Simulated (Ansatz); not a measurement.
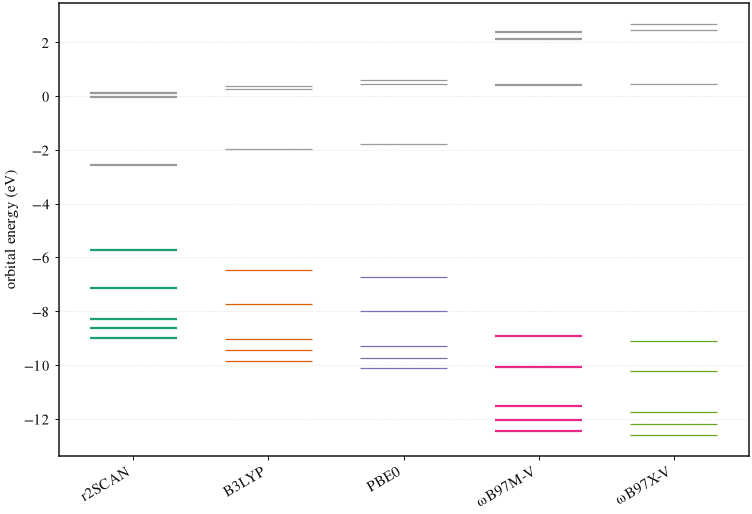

Frontier orbital energies of C₂H₅ClOSSi, SMILES C[Si@H](Cl)OC=S at one geometry, def2-TZVPP, the Ansatz code, at a PBE0-D4/def2-TZVP geometry (no frequency check). Empty levels are grey, levels within 0.1 eV stand side by side; all columns show the same few orbitals around the gap.

Compare the HOMO-LUMO separations.

The separation grows from 3.15 eV (r2SCAN) to 9.54 eV (ωB97X-V).

```tsv
level	HOMO (eV)	LUMO (eV)	separation (eV)
r2SCAN	−5.73	−2.58	3.15
B3LYP	−6.46	−1.98	4.49
PBE0	−6.71	−1.76	4.95
ωB97M-V	−8.93	0.40	9.33
ωB97X-V	−9.09	0.45	9.54
```

Limits of at least one run: empty levels above zero depend strongly on the basis; one conformer of a flexible molecule.
